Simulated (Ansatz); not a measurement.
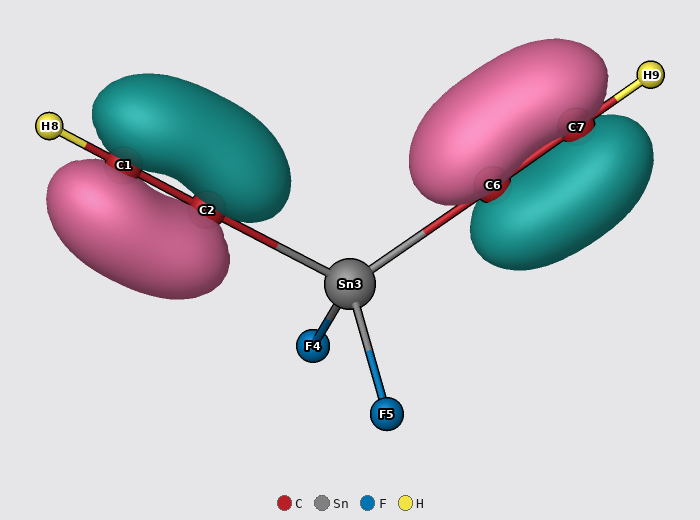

Figure. C₄H₂F₂Sn. The HOMO at ±0.15 Å⁻³ᐟ² (teal and pink are the two phases), seen at a tilt.

Geometry: PBE0-D4/def2-TZVP; core potentials replace the inner electrons of Sn.

Computed with RKS PBE0-D4/def2-TZVPP (Ansatz).

```xyz
9

C     1.1643   -2.6632   -0.0820
C     0.8008   -1.5439   -0.3356
Sn    0.1776    0.3582   -0.7498
F    -0.8669    0.3229   -2.3332
F     1.6892    1.3984   -1.2319
C    -0.8650    1.3548    0.6985
C    -1.4777    1.9334    1.5582
H     1.4873   -3.6553    0.1403
H    -2.0210    2.4483    2.3183
```

Describe this orbital and give its energy.

Answer. Its weight (Hirshfeld) is mainly on C1 (about 25 %), C7 (about 25 %), C2 (about 25 %) and C6 (about 25 %). Its energy is −9.10 eV.
